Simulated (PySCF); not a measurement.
System: C4H5N (SMILES C/C=C/C#N).

```xyz
10

C    -1.5315   -0.0686   -0.0603
C    -0.0928   -0.3992    0.0993
C     0.9028    0.4647   -0.0972
C     2.2552    0.1113    0.0647
N     3.3604   -0.1678    0.1938
H    -2.0591   -0.2444    0.8773
H    -1.9805   -0.7190   -0.8111
H    -1.6725    0.9677   -0.3578
H     0.1332   -1.4159    0.3956
H     0.7203    1.4898   -0.3945
```

Geometry: GFN2-xTB.

Theory: PySCF 2.14.0, PBE0/pcSseg-1, SCF density, gas phase, non-relativistic.

> What can the converged electron density and electron localisation function tell about the bonding?

C–N (1.15 Å): ρ at the midpoint is about 3.6 e/Å³; the ELF peaks at about 0.85 between the atoms (a multiple bond).
C–C (1.33 Å): the density is about 2.3 e/Å³ at the midpoint; the ELF peaks at about 0.95 between the atoms: a multiple bond.
C–H (1.08 Å): ρ at the midpoint is about 2 e/Å³; the ELF climbs to about 1 towards the hydrogen, as it does in any bond to H; an ordinary covalent bond to hydrogen.
C–C (1.41 Å): ρ at the midpoint is about 2 e/Å³; the ELF peaks at about 0.95 between the atoms: localised, covalent bonding.

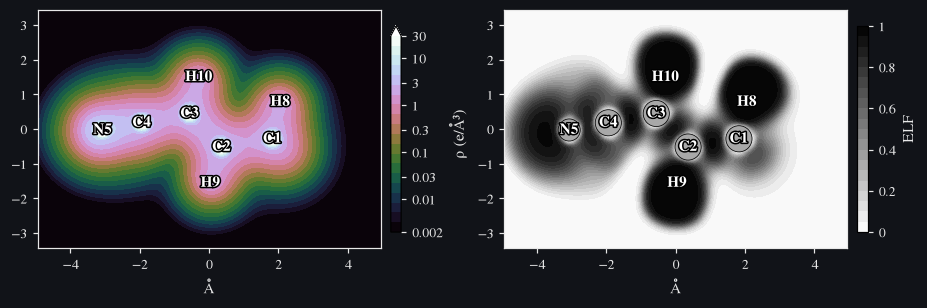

Computed electron density and electron localisation function on the plane of atoms C1, C2 and C3, in this order. Grey discs cover the atomic cores in the ELF map. 
